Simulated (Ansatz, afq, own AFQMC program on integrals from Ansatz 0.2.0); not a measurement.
# GeNH+ (doublet): quantum Monte Carlo beside coupled cluster, cc-pVDZ

Aim: compute GeNH+ (doublet) with auxiliary-field quantum Monte Carlo on the same integrals as coupled cluster, and set the energies side by side.

Program: Ansatz 0.2.0, Gaussian basis, and an in-house AFQMC program (afq) on its integrals; all values are calculated. Level of theory: cc-pVDZ, frozen cores. These are calculated values, not measurements.

The runs, in order: PBE (unrestricted); r2SCAN (unrestricted); PBE0 (unrestricted); B3LYP (unrestricted); wB97M-V (unrestricted); B2PLYP (unrestricted); CCSD(T) on ROHF; CCSDT(Q) on ROHF; Phaseless AFQMC, CISD trial on ROHF; Phaseless AFQMC, first-order trial on ROHF; CCSD(T) on UHF; CCSDT(Q) on UHF; Phaseless AFQMC, CISD trial on UHF; Phaseless AFQMC, first-order trial on UHF.

7 further runs of the same task are left out: 7 that didn't finish.

## 1. The system

The geometry is a PBE0/def2-TZVP stationary point (not a proven minimum) of the parent state, kept for this charge and spin. No spin-orbit coupling is included. The filled d shell of Ge may be among the frozen orbitals whatever the setting's name suggests; the logs give the count.

3 atoms, charge 1, spin multiplicity 2.

Atoms are counted from 1 here; the program's logs count them from 0.

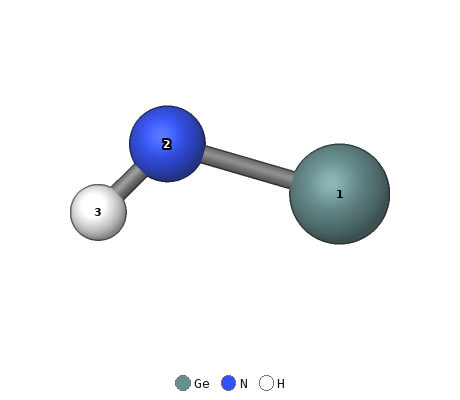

The structure; germanium teal, nitrogen blue, hydrogen white; atoms are numbered from 1 in the order of the file.

## 2. PBE (unrestricted)

Contents of in.yaml:

```yaml
crystal:
  periodic: [false, false, false]
  atoms:
    - {symbol: Ge, position_ang: [0.000000, 0.014250, 0.329308]}
    - {symbol: N, position_ang: [0.000000, -0.126443, -1.555498]}
    - {symbol: H, position_ang: [0.000000, 0.730143, -2.116709]}
basis:
  gaussian: {orbitals: cc-pVDZ}
total_charge: 1
magnetization: {spin_polarized: true, initial_magnetization: 1}
hamiltonian: {xc: {name: PBE}}
output: {orbitals: {seedname: orbitals}}
```

Launch:

```sh
$ ansatz run in.yaml --threads 1 --pin off --events-out ev --progress --plain --max-ram 1382MiB
```

Standard output:

```text
Functional definition: PBE
  name "PBE"
  cite "Perdew, Burke & Ernzerhof, Phys. Rev. Lett. 77, 3865 (1996) doi:10.1103/PhysRevLett.77.3865"
  parent pbe
  parameter kappa = 0.804
  parameter beta = 0.06672455060314922
  exchange = pbe_x(kappa = kappa, mu = beta*pi^2/3)
  correlation = pbe_c(beta = beta)
509 factors; integrals over basis functions are off by at most 1.1e-3 eV
mean field evaluation 1: about -57962.6903 eV, gradient 8.4e1 eV
mean field evaluation 2: about -57767.4230 eV, gradient 1.2e2 eV
mean field evaluation 4: about -57993.3376 eV, gradient 3.7e1 eV
mean field evaluation 8: about -58002.9565 eV, gradient 1.2e-1 eV
mean field evaluation 16: about -58002.9538 eV, gradient 1.2e-4 eV
mean field evaluation 32: about -58002.7839 eV, gradient 1.6e-3 eV
mean field -58002.95384237 eV, -2131.5692378931 hartree, gradient 4.0e-6 eV, S^2 0.756575; 4 other end points of the search recorded, 0 dependent functions left out
reference -58002.95386722 eV, -2131.5692388060 hartree; 20, 19 occupied and 26, 27 virtual orbitals, 509 factors
Total energy: -58002.95386722 eV, -2131.5692388060 hartree
```

It took 3.2 s on 1 thread of Intel Xeon Platinum 8488C (Sapphire Rapids), shared host.

From the report: ⟨S²⟩ of the determinant 0.757 (pure doublet: 0.75).

## 3. r2SCAN (unrestricted)

in.yaml: that of step 2 with these lines changed.

```diff
@@ -10,3 +10,2 @@
 magnetization: {spin_polarized: true, initial_magnetization: 1}
-hamiltonian: {xc: {name: PBE}}
-output: {orbitals: {seedname: orbitals}}
+hamiltonian: {xc: {name: r2SCAN}}
```

The command is unchanged.

Standard output, cut to the lines that bear on the results:

```text
Functional definition: r2SCAN
  name "r2SCAN"
  cite "Furness, Kaplan, Ning, Perdew & Sun, J. Phys. Chem. Lett. 11, 8208 (2020) doi:10.1021/acs.jpclett.0c02405"
  cite "Furness, Kaplan, Ning, Perdew & Sun, J. Phys. Chem. Lett. 11, 9248 (2020) doi:10.1021/acs.jpclett.0c03077"
  parent r2scan
[...]
509 factors; integrals over basis functions are off by at most 1.1e-3 eV
[...]
mean field -58011.93406573 eV, -2131.8992550145 hartree, gradient 1.1e-6 eV, S^2 0.762687; 4 other end points of the search recorded, 0 dependent functions left out
reference -58011.93407431 eV, -2131.8992553297 hartree; 20, 19 occupied and 26, 27 virtual orbitals, 509 factors
Total energy: -58011.93407431 eV, -2131.8992553297 hartree
```

Run time: 6.5 s. Hardware: 1 thread of Intel Xeon Platinum 8488C (Sapphire Rapids), shared host.

From the report: ⟨S²⟩ of the determinant 0.763 (pure doublet: 0.75).

## 4. PBE0 (unrestricted)

in.yaml: that of step 3 with these lines changed.

```diff
@@ -10,2 +10,3 @@
 magnetization: {spin_polarized: true, initial_magnetization: 1}
-hamiltonian: {xc: {name: r2SCAN}}
+hamiltonian: {xc: {name: PBE0}}
+output: {orbitals: {seedname: orbitals}}
```

The command is unchanged.

Standard output, cut to the lines that bear on the results:

```text
Functional definition: PBE0
  name "PBE0"
  cite "Adamo & Barone, J. Chem. Phys. 110, 6158 (1999) doi:10.1063/1.478522"
  cite "Perdew, Burke & Ernzerhof, Phys. Rev. Lett. 77, 3865 (1996) doi:10.1103/PhysRevLett.77.3865"
  parent pbe
[...]
509 factors; integrals over basis functions are off by at most 1.1e-3 eV
[...]
mean field -58004.28560643 eV, -2131.6181793196 hartree, gradient 2.6e-6 eV, S^2 0.758542; 2 other end points of the search recorded, 0 dependent functions left out
reference -58004.28562516 eV, -2131.6181800075 hartree; 20, 19 occupied and 26, 27 virtual orbitals, 509 factors
Total energy: -58004.28562516 eV, -2131.6181800075 hartree
```

Wall time 5.5 s (1 thread of Intel Xeon Platinum 8488C (Sapphire Rapids), shared host).

From the report: ⟨S²⟩ of the determinant 0.759 (pure doublet: 0.75).

## 5. B3LYP (unrestricted)

in.yaml: that of step 4 with these lines changed.

```diff
@@ -10,3 +10,2 @@
 magnetization: {spin_polarized: true, initial_magnetization: 1}
-hamiltonian: {xc: {name: PBE0}}
-output: {orbitals: {seedname: orbitals}}
+hamiltonian: {xc: {name: B3LYP}}
```

Same command.

Standard output, cut to the lines that bear on the results:

```text
Functional definition: B3LYP
  name "B3LYP"
  cite "Stephens, Devlin, Chabalowski & Frisch, J. Phys. Chem. 98, 11623 (1994) doi:10.1021/j100096a001"
  cite "Becke, Phys. Rev. A 38, 3098 (1988) doi:10.1103/PhysRevA.38.3098"
  cite "Lee, Yang & Parr, Phys. Rev. B 37, 785 (1988) doi:10.1103/PhysRevB.37.785"
  cite "Vosko, Wilk & Nusair, Can. J. Phys. 58, 1200 (1980) doi:10.1139/p80-159"
[...]
509 factors; integrals over basis functions are off by at most 1.1e-3 eV
[...]
mean field -58014.51763745 eV, -2131.9941995240 hartree, gradient 2.1e-6 eV, S^2 0.757872; 2 other end points of the search recorded, 0 dependent functions left out
reference -58014.51780336 eV, -2131.9942056209 hartree; 20, 19 occupied and 26, 27 virtual orbitals, 509 factors
Total energy: -58014.51780336 eV, -2131.9942056209 hartree
```

Wall time 4.5 s (1 thread of Intel Xeon Platinum 8488C (Sapphire Rapids), shared host).

From the report: ⟨S²⟩ of the determinant 0.758 (pure doublet: 0.75).

## 6. wB97M-V (unrestricted)

in.yaml: that of step 5 with these lines changed.

```diff
@@ -10,2 +10,3 @@
 magnetization: {spin_polarized: true, initial_magnetization: 1}
-hamiltonian: {xc: {name: B3LYP}}
+hamiltonian: {xc: {name: wB97M-V}}
+output: {orbitals: {seedname: orbitals}}
```

The command is unchanged.

Standard output, cut to the lines that bear on the results:

```text
Functional definition: wB97M-V
  name "wB97M-V"
  cite "Mardirossian & Head-Gordon, J. Chem. Phys. 144, 214110 (2016) doi:10.1063/1.4952647"
  cite "Becke, J. Chem. Phys. 107, 8554 (1997) doi:10.1063/1.475007"
  cite "Vydrov & Van Voorhis, J. Chem. Phys. 133, 244103 (2010) doi:10.1063/1.3521275"
  # Of w^i u^j: cxij and so on, Table III.
[...]
  gx(w, u) = 1 - cx + cx01*u + cx10*w
  gss(w, u) = css00 + css04*u^4 + css10*w + css20*w^2 + css43*w^4*u^3
  gos(w, u) = cos00 + cos10*w + (cos20 + cos21*u)*w^2 + (cos60 + cos61*u)*w^6
[...]
      + integral(e_c_pw_mod_opposite_spin*gos(b97_w_opposite, b97_u_opposite)) + vv10(b, c)
509 factors; integrals over basis functions are off by at most 1.1e-3 eV
132 factors; integrals over basis functions are off by at most 4.5e-6 eV
[...]
mean field -58009.66336626 eV, -2131.8158083481 hartree, gradient 5.8e-6 eV, S^2 0.758405; 2 other end points of the search recorded, 0 dependent functions left out
reference -58009.66339577 eV, -2131.8158094324 hartree; 20, 19 occupied and 26, 27 virtual orbitals, 509 factors
Total energy: -58009.66339577 eV, -2131.8158094324 hartree
```

It took 16 s on 1 thread of Intel Xeon Platinum 8488C (Sapphire Rapids), shared host.

From the report: ⟨S²⟩ of the determinant 0.758 (pure doublet: 0.75).

## 7. B2PLYP (unrestricted)

in.yaml: that of step 6 with these lines changed.

```diff
@@ -10,3 +10,3 @@
 magnetization: {spin_polarized: true, initial_magnetization: 1}
-hamiltonian: {xc: {name: wB97M-V}}
-output: {orbitals: {seedname: orbitals}}
+hamiltonian: {xc: {name: B2PLYP}}
+correlation: {electrons: outside_noble_gas}
```

The command is unchanged.

Standard output, cut to the lines that bear on the results:

```text
Functional definition: B2PLYP
  name "B2PLYP"
  cite "Grimme, J. Chem. Phys. 124, 034108 (2006) doi:10.1063/1.2148954"
  cite "Becke, Phys. Rev. A 38, 3098 (1988) doi:10.1103/PhysRevA.38.3098"
  cite "Lee, Yang & Parr, Phys. Rev. B 37, 785 (1988) doi:10.1103/PhysRevB.37.785"
[...]
509 factors; integrals over basis functions are off by at most 1.1e-3 eV
[...]
mean field -57998.79980313 eV, -2131.4165797664 hartree, gradient 2.0e-6 eV, S^2 0.762667; 3 other end points of the search recorded, 0 dependent functions left out
15 core orbitals not correlated: weight in the atoms' cores, before any rotation towards them, 0.998 or more for the frozen orbitals, at most 0.002 for the correlated occupied ones
reference -57998.79990853 eV, -2131.4165836398 hartree; 5, 4 occupied and 26, 27 virtual orbitals, 509 factors
second order -6.65000102 eV of doubles, -0.00000000 eV of singles
Total energy: -58000.59540880 eV, -2131.4825670579 hartree
```

Wall time 4.4 s (1 thread of Intel Xeon Platinum 8488C (Sapphire Rapids), shared host).

From the report: ⟨S²⟩ of the determinant 0.763 (pure doublet: 0.75).

## 8. CCSD(T) on ROHF

in.yaml: that of step 7 with these lines changed.

```diff
@@ -9,4 +9,3 @@
 total_charge: 1
-magnetization: {spin_polarized: true, initial_magnetization: 1}
-hamiltonian: {xc: {name: B2PLYP}}
-correlation: {electrons: outside_noble_gas}
+magnetization: {spin_polarized: false, initial_magnetization: 1}
+correlation: {method: ccsd_t, electrons: outside_noble_gas, hamiltonian_folder: ham}
```

The command is unchanged.

Standard output, cut to the lines that bear on the results:

```text
Functional definition: HF
  name "HF"
  cite "Fock, Z. Phys. 61, 126 (1930) doi:10.1007/BF01340294"
  parent pbe
[...]
509 factors; integrals over basis functions are off by at most 1.1e-3 eV
[...]
mean field -57961.21870377 eV, -2130.0354998384 hartree, gradient 2.2e-6 eV, S^2 0.750000; 9 other end points of the search recorded, 0 dependent functions left out
[...]
determinant -57961.21870377 eV, -2130.0354998384 hartree, with singles and doubles -57967.23321796 eV, -2130.2565291581 hartree
determinant -57960.69133689 eV, -2130.0161194629 hartree, with singles and doubles -57966.95728011 eV, -2130.2463886292 hartree
determinant -57961.21870377 eV, -2130.0354998384 hartree, with singles and doubles -57967.23561993 eV, -2130.2566174289 hartree
determinant -57960.69133689 eV, -2130.0161194629 hartree, with singles and doubles -57966.96758031 eV, -2130.2467671546 hartree
15 core orbitals not correlated: weight in the atoms' cores, before any rotation towards them, 0.999 or more for the frozen orbitals, at most 0.001 for the correlated occupied ones
reference -57961.21870377 eV, -2130.0354998384 hartree; 5, 4 occupied and 26, 27 virtual orbitals, 509 factors
second order -5.18822550 eV of doubles, -0.06497402 eV of singles
cycle   1  -6.01691768 eV  change   -1.5e-6 eV  update   3.4e-6
perturbative correction -0.20021285 eV, -0.0073576864 hartree
Total energy: -57967.43583430 eV, -2130.2639751714 hartree
```

Wall time 14 s (1 thread of Intel Xeon Platinum 8488C (Sapphire Rapids), shared host).

From the report: correlation -6.2171 eV; T1 0.034; largest double amplitude 0.06.

This run also writes the integrals to the folder ham.

## 9. CCSDT(Q) on ROHF

in.yaml: that of step 8 with these lines changed.

```diff
@@ -10,2 +10,2 @@
 magnetization: {spin_polarized: false, initial_magnetization: 1}
-correlation: {method: ccsd_t, electrons: outside_noble_gas, hamiltonian_folder: ham}
+correlation: {method: ccsdt_q, electrons: outside_noble_gas}
```

The command is unchanged.

Standard output, cut to the lines that bear on the results:

```text
Functional definition: HF
  name "HF"
  cite "Fock, Z. Phys. 61, 126 (1930) doi:10.1007/BF01340294"
  parent pbe
[...]
882 factors; integrals over basis functions are off by at most 2.1e-7 eV
[...]
mean field -57961.21881099 eV, -2130.0355037786 hartree, gradient 1.1e-6 eV, S^2 0.750000; 9 other end points of the search recorded, 0 dependent functions left out
[...]
determinant -57961.21881099 eV, -2130.0355037786 hartree, with singles and doubles -57967.23331851 eV, -2130.2565328534 hartree
determinant -57960.69144341 eV, -2130.0161233777 hartree, with singles and doubles -57966.95737888 eV, -2130.2463922590 hartree
determinant -57961.21881099 eV, -2130.0355037786 hartree, with singles and doubles -57967.23572022 eV, -2130.2566211144 hartree
determinant -57960.69144341 eV, -2130.0161233777 hartree, with singles and doubles -57966.96767897 eV, -2130.2467707803 hartree
15 core orbitals not correlated: weight in the atoms' cores, before any rotation towards them, 0.999 or more for the frozen orbitals, at most 0.001 for the correlated occupied ones
reference -57961.21881099 eV, -2130.0355037786 hartree; 5, 4 occupied and 26, 27 virtual orbitals, 882 factors
second order -5.18823033 eV of doubles, -0.06497373 eV of singles
cycle   1  -5.68149214 eV  change   -4.3e-1 eV  update   1.0e-1
[...]
cycle  27  -6.25098924 eV  change   -2.0e-7 eV  update   4.3e-7
perturbative correction -0.01778552 eV, -0.0006536057 hartree
Total energy: -57967.48758574 eV, -2130.2658770017 hartree
```

Wall time 24 s (1 thread of Intel Xeon Platinum 8488C (Sapphire Rapids), shared host); peak memory 0.27 GiB.

From the report: correlation -6.2688 eV; T1 0.037; largest double amplitude 0.08.

## 10. Phaseless AFQMC, CISD trial on ROHF

It reads the integrals that the CCSD(T) run on this determinant wrote.

Launch:

```sh
$ afq ham --method phaseless --trial cisd --walkers 60 --populations 1 --least-time 40 --time-step 0.005 --steps-per-block 50 --equilibration-blocks 28 --max-blocks 300 --target-error 0.00036 --factor-cut 1e-05 --start spin_pure --seed 5533 --release-times 0.24,0.51,0.99,1.62,2.4 --release-step 0.03 --release-every 4 --taylor-order 6
```

Standard output:

```text
orbitals 31  electrons 5 4  factors 236 of 509
reference energy -2130.03549984 Eh
CCSD correlation -0.22111760 Eh in 15 cycles, weight of the determinant in the CISD state 0.8747
energy of the start -2130.256617 Eh
 block  time / (1/Eh)  mean weight  energy / Eh
     1     0.250  0.9995  -2130.253974
     2     0.500  0.9981  -2130.255722
     3     0.750  0.9994  -2130.256795
     4     1.000  1.0019  -2130.257847
     5     1.250  0.9971  -2130.264423
     6     1.500  1.0018  -2130.257499
     7     1.750  1.0002  -2130.260409
     8     2.000  0.9971  -2130.259597
     9     2.250  1.0017  -2130.257857
    10     2.500  1.0024  -2130.261814
    17     4.250  1.0025  -2130.268704
    25     6.250  1.0006  -2130.264636
    33     8.250  1.0003  -2130.266713
    41    10.250  1.0008  -2130.264632
    49    12.250  1.0005  -2130.269353
    57    14.250  0.9972  -2130.260726
    65    16.250  0.9999  -2130.260414
    73    18.250  1.0003  -2130.261877
    81    20.250  0.9993  -2130.266939
    89    22.250  0.9989  -2130.264248
    97    24.250  1.0004  -2130.270895
   105    26.250  1.0018  -2130.265406
   113    28.250  1.0015  -2130.272484
   121    30.250  1.0014  -2130.266234
   129    32.250  0.9971  -2130.259580
   137    34.250  1.0014  -2130.273847
   145    36.250  0.9985  -2130.266239
   153    38.250  0.9984  -2130.261825
   161    40.250  0.9991  -2130.277382
   169    42.250  0.9990  -2130.262027
   177    44.250  1.0007  -2130.263982
   185    46.250  0.9982  -2130.262009
   193    48.250  1.0016  -2130.269046
   201    50.250  1.0028  -2130.267151
   209    52.250  0.9991  -2130.263990
   217    54.250  1.0007  -2130.264669
   225    56.250  0.9979  -2130.270589
   233    58.250  1.0000  -2130.268920
   241    60.250  0.9987  -2130.262174
   249    62.250  1.0010  -2130.258261
   257    64.250  0.9986  -2130.261259
   265    66.250  1.0007  -2130.267455
   273    68.250  1.0000  -2130.260967
   281    70.250  1.0010  -2130.265755
   289    72.250  1.0020  -2130.258941
   297    74.250  0.9975  -2130.265482
   305    76.250  0.9992  -2130.288955
   313    78.250  0.9981  -2130.266719
   321    80.250  0.9990  -2130.264943
blocks merged  error / Eh  count
     1  0.000393  300
     2  0.000418  150
     4  0.000465  75
     8  0.000447  37
    16  0.000458  18
    32  0.000408  9
released: time / (1/Eh)  energy / Eh  error  mean overlap
  0.24  -2130.266019  0.000665  0.9950
  0.51  -2130.265296  0.000562  1.0051
  0.99  -2130.266041  0.000904  1.0123
  1.62  -2130.266160  0.000545  1.0110
  2.40  -2130.265273  0.000805  1.0207
energy -2130.264919 +/- 0.000458 Eh
```

Run time: 5.9 min. Hardware: 1 thread of Intel Xeon Platinum 8488C (Sapphire Rapids), shared host.

Energy -57967.4615 ± 0.0125 eV. Caveats: constraint bias not in the error.

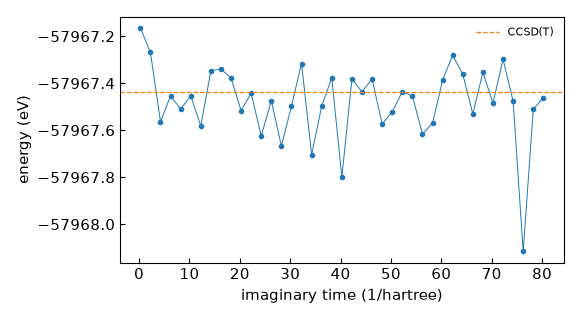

Block energies along the walk.

## 11. Phaseless AFQMC, first-order trial on ROHF (settings varied)

It reads the integrals that the CCSD(T) run on this determinant wrote.

Launch:

```sh
$ afq ham --method phaseless --trial mp1 --walkers 80 --populations 1 --least-time 40 --time-step 0.04 --steps-per-block 25 --equilibration-blocks 3 --max-blocks 20 --target-error 0.00072 --factor-cut 1e-05 --start determinant --seed 7489 --taylor-order 4
```

Standard output:

```text
orbitals 31  electrons 5 4  factors 236 of 509
reference energy -2130.03549984 Eh
CCSD correlation -0.22111760 Eh in 15 cycles, weight of the determinant in the CISD state 0.8747
energy of the start -2130.226163 Eh
 block  time / (1/Eh)  mean weight  energy / Eh
     1     1.000  1.0078  -2130.248360
     2     2.000  1.0013  -2130.261774
     3     3.000  1.0047  -2130.266317
     4     4.000  1.0076  -2130.260353
     5     5.000  1.0070  -2130.274656
     6     6.000  1.0018  -2130.263305
     7     7.000  1.0156  -2130.261907
     8     8.000  1.0089  -2130.267816
     9     9.000  1.0069  -2130.265962
    10    10.000  0.9818  -2130.260537
    11    11.000  1.0037  -2130.262771
    12    12.000  0.9987  -2130.258548
    13    13.000  1.0040  -2130.258953
    14    14.000  0.9979  -2130.269849
    15    15.000  1.0136  -2130.268135
    16    16.000  1.0042  -2130.260513
    17    17.000  0.9788  -2130.270114
    18    18.000  0.9937  -2130.252585
    19    19.000  0.9801  -2130.254445
    20    20.000  0.9981  -2130.269486
    21    21.000  1.0028  -2130.263178
    22    22.000  1.0020  -2130.273230
    23    23.000  0.9907  -2130.263379
blocks merged  error / Eh  count
     1  0.001313  20
     2  0.001546  10
energy -2130.264000 +/- 0.001313 Eh
```

It took 12 s on 1 thread of Intel Xeon Platinum 8488C (Sapphire Rapids), shared host.

Energy -57967.4365 ± 0.0357 eV. The run doesn't count as converged. Caveats: constraint bias not in the error; error not settled; error above the target.

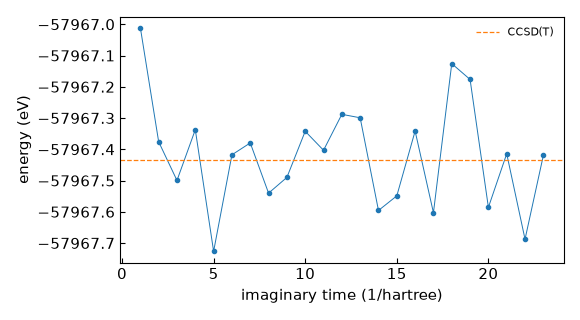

Block energies along the walk.

## 12. CCSD(T) on UHF

in.yaml: that of step 9 with these lines changed.

```diff
@@ -9,3 +9,3 @@
 total_charge: 1
-magnetization: {spin_polarized: false, initial_magnetization: 1}
-correlation: {method: ccsdt_q, electrons: outside_noble_gas}
+magnetization: {spin_polarized: true, initial_magnetization: 1}
+correlation: {method: ccsd_t, electrons: outside_noble_gas, hamiltonian_folder: ham}
```

Launch:

```sh
$ ansatz run in.yaml --threads 1 --pin off --events-out ev --progress --plain --max-ram 1382MiB
```

Standard output, cut to the lines that bear on the results:

```text
Functional definition: HF
  name "HF"
  cite "Fock, Z. Phys. 61, 126 (1930) doi:10.1007/BF01340294"
  parent pbe
[...]
509 factors; integrals over basis functions are off by at most 1.1e-3 eV
[...]
mean field -57961.33241990 eV, -2130.0396788290 hartree, gradient 2.1e-6 eV, S^2 0.781165; 19 other end points of the search recorded, 0 dependent functions left out
determinant -57961.33241990 eV, -2130.0396788290 hartree, with singles and doubles -57967.23548244 eV, -2130.2566123764 hartree
determinant -57960.97557759 eV, -2130.0265651163 hartree, with singles and doubles -57966.94757778 eV, -2130.2460320752 hartree
determinant -57958.98703791 eV, -2129.9534876309 hartree, with singles and doubles -57964.15925722 eV, -2130.1435631845 hartree
determinant -57958.73998196 eV, -2129.9444084921 hartree, with singles and doubles -57963.84106562 eV, -2130.1318698589 hartree
determinant -57958.30787806 eV, -2129.9285289667 hartree, with singles and doubles -57963.65593223 eV, -2130.1250663322 hartree
determinant -57961.33241990 eV, -2130.0396788290 hartree, with singles and doubles -57967.23845611 eV, -2130.2567216565 hartree
determinant -57960.97557759 eV, -2130.0265651163 hartree, with singles and doubles -57966.97245936 eV, -2130.2469464563 hartree
15 core orbitals not correlated: weight in the atoms' cores, before any rotation towards them, 0.998 or more for the frozen orbitals, at most 0.001 for the correlated occupied ones
reference -57961.33241990 eV, -2130.0396788290 hartree; 5, 4 occupied and 26, 27 virtual orbitals, 509 factors
second order -5.13238785 eV of doubles, -0.00000000 eV of singles
cycle   1  -5.90603674 eV  change   -5.3e-7 eV  update   2.6e-6
perturbative correction -0.19671572 eV, -0.0072291695 hartree
Total energy: -57967.43517236 eV, -2130.2639508455 hartree
```

Run time: 22 s. Hardware: 1 thread of Intel Xeon Platinum 8488C (Sapphire Rapids), shared host.

From the report: ⟨S²⟩ of the determinant 0.781 (pure doublet: 0.75); correlation -6.1028 eV; T1 0.032; largest double amplitude 0.06.

This run also writes the integrals to the folder ham.

(Part 1 of 2 ends here.)
